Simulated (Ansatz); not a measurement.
**WH₃Cl₂OF: geometry relaxation (part 2 of 2)**

WH₃Cl₂OF; RKS B3LYP/def2-SVP (Ansatz 0.2.0). It belongs to a series of runs on one base structure; here: start relaxed.

Geometry of the input (Å):
```
W  0.0000  0.0000  0.0000
O  0.0000  0.0000  1.9400
H  -0.9095  -0.2814  2.2771
H  1.7200  0.0000  0.0000
H  0.0000  1.7200  0.0000
Cl -2.3900  0.0000  0.0000
Cl 0.0000  -2.3900  0.0000
F  0.0000  0.0000  -1.8500
```

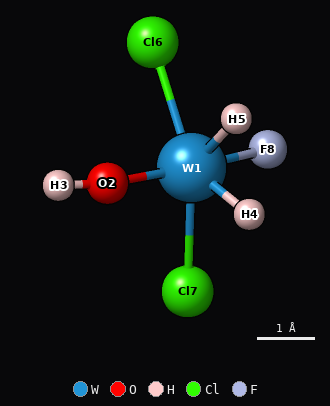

*The geometry at step 15 of the log (ball-and-stick view, seen at a tilt; atoms are numbered from 1 in the order of the input).*

### Trajectory as extended XYZ, continued
```
8
Properties=species:S:1:pos:R:3:forces:R:3 step=6 energy=-31677.29601
W    -0.2249   -0.2912   -0.0061    0.6681   0.1381   0.0479
O    -0.2399   -0.2856    1.8641   -1.7863   0.1287   0.5840
H    -0.9646   -0.0666    2.5276    1.4393  -0.2164  -0.9577
H     1.3972    0.1267    0.0567    0.0021   0.0767  -0.0172
H     0.1604    1.3369   -0.0673    0.0933   0.0020   0.1025
Cl   -2.3391    0.7634    0.0309   -0.0527  -0.0937  -0.0417
Cl    0.8604   -2.3673   -0.1677   -0.0979   0.0912   0.0110
F    -0.2290   -0.1677   -1.8711   -0.2659  -0.1264   0.2712
8
Properties=species:S:1:pos:R:3:forces:R:3 step=7 energy=-31677.38923
W    -0.1904   -0.2901   -0.0008   -0.1340  -0.4588  -0.0652
O    -0.3320   -0.3849    1.8595   -0.8369   0.7125   0.1064
H    -0.9421    0.0267    2.5271    0.7519  -0.5647  -0.6934
H     1.4169    0.1499    0.0595    0.1867   0.0162  -0.0245
H     0.2155    1.3255   -0.0218   -0.0070   0.1868   0.1153
Cl   -2.3295    0.7743   -0.0067    0.1318  -0.0603   0.1073
Cl    0.9282   -2.3588   -0.1888   -0.1662   0.2759   0.0277
F    -0.3461   -0.1939   -1.8610    0.0737  -0.1076   0.4264
8
Properties=species:S:1:pos:R:3:forces:R:3 step=8 energy=-31677.42566
W    -0.1843   -0.2839   -0.0063   -0.0079  -0.1280   0.1281
O    -0.3601   -0.3714    1.8426   -0.0559   0.1622  -0.3205
H    -0.9566   -0.0039    2.5156    0.1186  -0.1527  -0.0501
H     1.4314    0.1573    0.0455    0.0501  -0.0181  -0.0037
H     0.2157    1.3416   -0.0066   -0.0091   0.0618   0.0135
Cl   -2.3077    0.8033    0.0267    0.0163  -0.0269  -0.0797
Cl    0.9336   -2.3368   -0.1909   -0.0457   0.0234   0.0924
F    -0.3515   -0.2577   -1.8594   -0.0664   0.0782   0.2201
8
Properties=species:S:1:pos:R:3:forces:R:3 step=9 energy=-31677.42568
W    -0.1704   -0.2678   -0.0070   -0.5254  -0.5616  -0.2556
O    -0.3524   -0.3607    1.8246   -0.0518   0.1205   0.0104
H    -0.9453   -0.0286    2.5144    0.0332  -0.0914   0.0654
H     1.4464    0.1257    0.0188    0.2273   0.2396   0.0039
H     0.1812    1.3589    0.0209    0.2479   0.2187  -0.0026
Cl   -2.3096    0.8068    0.0071    0.1075  -0.0430  -0.0331
Cl    0.9273   -2.3386   -0.1548   -0.0327   0.0820   0.0270
F    -0.3566   -0.2471   -1.8569   -0.0059   0.0353   0.1845
8
Properties=species:S:1:pos:R:3:forces:R:3 step=10 energy=-31677.43833
W    -0.1761   -0.2773   -0.0102    0.0024   0.1637   0.0039
O    -0.3486   -0.3493    1.8241    0.0639  -0.0549  -0.2233
H    -0.9516   -0.0576    2.5151   -0.1285   0.0482   0.2746
H     1.4468    0.1542    0.0227    0.0075  -0.0014  -0.0329
H     0.2157    1.3555    0.0085    0.0151  -0.0149  -0.0111
Cl   -2.3027    0.8007   -0.0029   -0.0530   0.0031   0.0274
Cl    0.9194   -2.3378   -0.1381    0.0261  -0.0772  -0.0387
F    -0.3824   -0.2398   -1.8521    0.0665  -0.0666   0.0000
8
Properties=species:S:1:pos:R:3:forces:R:3 step=11 energy=-31677.44780
W    -0.1837   -0.2564   -0.0149   -0.0617   0.0014   0.2141
O    -0.3693   -0.3488    1.8190    0.0784   0.0654  -0.2710
H    -0.9238   -0.1097    2.5715   -0.0535  -0.0232   0.1068
H     1.4435    0.1609    0.0018   -0.0024   0.0190  -0.0056
H     0.2176    1.3752    0.0054    0.0080  -0.0225  -0.0162
Cl   -2.3052    0.8263   -0.0359   -0.0175   0.0096  -0.0072
Cl    0.9114   -2.3258   -0.1221    0.0137  -0.0520  -0.0275
F    -0.3701   -0.2730   -1.8578    0.0351   0.0023   0.0067
8
Properties=species:S:1:pos:R:3:forces:R:3 step=12 energy=-31677.44922
W    -0.1951   -0.2354   -0.0178    0.0042  -0.0463   0.2207
O    -0.3803   -0.3285    1.8103   -0.3052   0.1795   0.3938
H    -0.8905   -0.1841    2.6332    0.3434  -0.1309  -0.5428
H     1.4371    0.1708   -0.0210   -0.0350   0.0155   0.0197
H     0.2163    1.3955    0.0008   -0.0037  -0.0415  -0.0317
Cl   -2.3103    0.8508   -0.0771    0.0031   0.0053  -0.0348
Cl    0.8914   -2.3187   -0.0996    0.0089  -0.0324  -0.0168
F    -0.3482   -0.3018   -1.8617   -0.0156   0.0507  -0.0080
8
Properties=species:S:1:pos:R:3:forces:R:3 step=13 energy=-31677.45441
W    -0.2011   -0.2320   -0.0160   -0.0066   0.0118   0.1115
O    -0.3916   -0.3162    1.8055   -0.0203   0.0656   0.0716
H    -0.8491   -0.2473    2.6551    0.0610  -0.0330  -0.0992
H     1.4238    0.1944    0.0003   -0.0106  -0.0232   0.0138
H     0.1817    1.4022   -0.0371    0.0938  -0.0114  -0.0004
Cl   -2.2864    0.8940   -0.0980   -0.1214  -0.0138  -0.0534
Cl    0.8803   -2.3233   -0.0832    0.0234  -0.0243  -0.0185
F    -0.3371   -0.3231   -1.8595   -0.0193   0.0284  -0.0253
8
Properties=species:S:1:pos:R:3:forces:R:3 step=14 energy=-31677.46127
W    -0.2169   -0.2132   -0.0123   -0.0259  -0.0288   0.0074
O    -0.3937   -0.2767    1.8098   -0.0242  -0.0063  -0.1117
H    -0.7927   -0.3026    2.6871    0.0191   0.0127   0.0414
H     1.4141    0.1873    0.0147    0.0136   0.0031  -0.0031
H     0.2047    1.4112   -0.0544   -0.0001   0.0184   0.0070
Cl   -2.3229    0.8700   -0.1450   -0.0034   0.0094  -0.0060
Cl    0.8405   -2.3184   -0.0714    0.0152  -0.0163  -0.0032
F    -0.3126   -0.3090   -1.8613    0.0058   0.0078   0.0683
8
Properties=species:S:1:pos:R:3:forces:R:3 step=15 energy=-31677.46475
W    -0.2414   -0.2104   -0.0150   -0.0162   0.0024   0.0139
O    -0.4192   -0.2653    1.8026   -0.0028  -0.0029   0.0455
H    -0.6953   -0.3245    2.7248    0.0167   0.0035  -0.0230
H     1.3912    0.1855    0.0224   -0.0014  -0.0044   0.0103
H     0.1867    1.4138   -0.0403   -0.0120   0.0005   0.0024
Cl   -2.3412    0.8691   -0.2039    0.0093  -0.0011   0.0040
Cl    0.8063   -2.3250   -0.0599   -0.0019  -0.0023   0.0100
F    -0.2665   -0.2946   -1.8637    0.0083   0.0042  -0.0630
8
Properties=species:S:1:pos:R:3:forces:R:3 step=16 energy=-31677.46491
W    -0.2424   -0.2108   -0.0149   -0.0505  -0.0314   0.0108
O    -0.4184   -0.2641    1.8028   -0.0010  -0.0034   0.0333
H    -0.6882   -0.3201    2.7267    0.0128   0.0035  -0.0038
H     1.3902    0.1815    0.0240    0.0101   0.0149   0.0120
H     0.1820    1.4136   -0.0398    0.0074   0.0110   0.0057
Cl   -2.3443    0.8642   -0.2063    0.0182  -0.0022   0.0050
Cl    0.8010   -2.3276   -0.0616   -0.0025   0.0062   0.0106
F    -0.2593   -0.2880   -1.8638    0.0056   0.0014  -0.0736
8
Properties=species:S:1:pos:R:3:forces:R:3 step=17 energy=-31677.44153 accepted=F
W    -0.2816   -0.2075   -0.0205   -0.0511   0.0117  -0.1977
O    -0.4453   -0.2416    1.7943   -0.1424  -0.1970   1.6098
H    -0.5382   -0.3514    2.7783    0.1364   0.1752  -1.4561
H     1.3532    0.1735    0.0408   -0.0048   0.0269   0.0312
H     0.1506    1.4157   -0.0232    0.0077   0.0006   0.0006
Cl   -2.3786    0.8531   -0.2913    0.0853  -0.0356   0.0280
Cl    0.7395   -2.3406   -0.0398   -0.0283   0.0422   0.0049
F    -0.1791   -0.2525   -1.8714   -0.0028  -0.0240  -0.0205
8
Properties=species:S:1:pos:R:3:forces:R:3 step=18 energy=-31677.46641
W    -0.2612   -0.2200   -0.0210   -0.0055  -0.0072   0.0282
O    -0.4263   -0.2648    1.7987    0.0007   0.0112   0.0122
H    -0.6156   -0.2888    2.7436    0.0063  -0.0045  -0.0177
H     1.3708    0.1772    0.0446   -0.0037  -0.0106  -0.0005
H     0.1648    1.4055   -0.0196   -0.0103  -0.0014  -0.0077
Cl   -2.3632    0.8344   -0.2371   -0.0103   0.0149  -0.0027
Cl    0.7612   -2.3436   -0.0685    0.0137  -0.0096  -0.0027
F    -0.2099   -0.2514   -1.8736    0.0093   0.0072  -0.0090
8
Properties=species:S:1:pos:R:3:forces:R:3 step=19 energy=-31677.46629 accepted=F
W    -0.2750   -0.2288   -0.0221    0.0702   0.0634  -0.0336
O    -0.4290   -0.2619    1.7991   -0.0441  -0.0241   0.1106
H    -0.5775   -0.2711    2.7534    0.0310   0.0065  -0.1260
H     1.3571    0.1669    0.0551   -0.0212  -0.0048   0.0008
H     0.1499    1.3973   -0.0134   -0.0068  -0.0197  -0.0041
Cl   -2.3736    0.8258   -0.2531   -0.0064  -0.0059  -0.0037
Cl    0.7487   -2.3513   -0.0758   -0.0076  -0.0069   0.0003
F    -0.1800   -0.2283   -1.8761   -0.0151  -0.0084   0.0558
8
Properties=species:S:1:pos:R:3:forces:R:3 step=20 energy=-31677.46666
W    -0.2677   -0.2237   -0.0208    0.0087   0.0053  -0.0114
O    -0.4277   -0.2646    1.7993   -0.0162   0.0065   0.0261
H    -0.5963   -0.2821    2.7484    0.0109  -0.0021  -0.0304
H     1.3639    0.1720    0.0504   -0.0044  -0.0011   0.0004
H     0.1564    1.4020   -0.0188   -0.0007  -0.0033   0.0003
Cl   -2.3678    0.8328   -0.2462   -0.0009  -0.0005   0.0041
Cl    0.7564   -2.3469   -0.0712    0.0004  -0.0019  -0.0028
F    -0.1967   -0.2409   -1.8741    0.0023  -0.0029   0.0136
8
Properties=species:S:1:pos:R:3:forces:R:3 step=21 energy=-31677.46682
W    -0.2724   -0.2211   -0.0215    0.0004   0.0005  -0.0034
O    -0.4333   -0.2604    1.7983   -0.0003   0.0020   0.0064
H    -0.5759   -0.2933    2.7506    0.0010  -0.0022   0.0002
H     1.3590    0.1733    0.0550   -0.0012   0.0008   0.0000
H     0.1527    1.4042   -0.0201    0.0000  -0.0007  -0.0008
Cl   -2.3706    0.8348   -0.2555   -0.0011   0.0004  -0.0002
Cl    0.7499   -2.3462   -0.0661   -0.0004  -0.0012   0.0009
F    -0.1890   -0.2426   -1.8737    0.0015   0.0005  -0.0032
8
Properties=species:S:1:pos:R:3:forces:R:3 step=22 energy=-31677.46682
W    -0.2783   -0.2185   -0.0222   -0.0020   0.0003  -0.0034
O    -0.4377   -0.2571    1.7976   -0.0074   0.0078   0.0374
H    -0.5507   -0.3065    2.7536    0.0020  -0.0002  -0.0268
H     1.3525    0.1765    0.0599    0.0019  -0.0051  -0.0017
H     0.1487    1.4062   -0.0220   -0.0042   0.0033   0.0032
Cl   -2.3746    0.8360   -0.2687    0.0030  -0.0009   0.0053
Cl    0.7399   -2.3466   -0.0576    0.0012   0.0012  -0.0066
F    -0.1792   -0.2414   -1.8736    0.0054  -0.0064  -0.0075
8
Properties=species:S:1:pos:R:3:forces:R:3 step=23 energy=-31677.46684
W    -0.2778   -0.2182   -0.0221   -0.0036  -0.0057  -0.0006
O    -0.4380   -0.2559    1.7978   -0.0005  -0.0022   0.0212
H    -0.5530   -0.3064    2.7533    0.0018  -0.0001  -0.0164
H     1.3535    0.1750    0.0588   -0.0004   0.0036   0.0013
H     0.1471    1.4072   -0.0213    0.0049   0.0005  -0.0015
Cl   -2.3740    0.8370   -0.2662    0.0034  -0.0019  -0.0037
Cl    0.7409   -2.3460   -0.0596    0.0001   0.0004   0.0039
F    -0.1782   -0.2442   -1.8736   -0.0058   0.0054  -0.0042
8
Properties=species:S:1:pos:R:3:forces:R:3 step=24 energy=-31677.46686
W    -0.2773   -0.2180   -0.0220   -0.0006  -0.0001   0.0006
O    -0.4377   -0.2559    1.7981    0.0004  -0.0002  -0.0011
H    -0.5549   -0.3079    2.7529   -0.0002  -0.0002  -0.0001
H     1.3539    0.1758    0.0584    0.0000   0.0001  -0.0001
H     0.1487    1.4072   -0.0220    0.0001  -0.0003  -0.0001
Cl   -2.3734    0.8373   -0.2662    0.0008  -0.0002  -0.0002
Cl    0.7419   -2.3456   -0.0584   -0.0001   0.0007   0.0002
F    -0.1807   -0.2443   -1.8737   -0.0003   0.0000   0.0008
```

### Results in brief

| quantity | value |
| --- | --- |
| outcome | converged |
| total energy | −31677.4672 eV |
| mean-field energy | −31677.4672 eV |
| largest force (length of the vector) at the end | 0.001 eV/Å |
| wall time | 61 s (CPU time 3.8 min) |
| peak memory | 0.28 GiB |
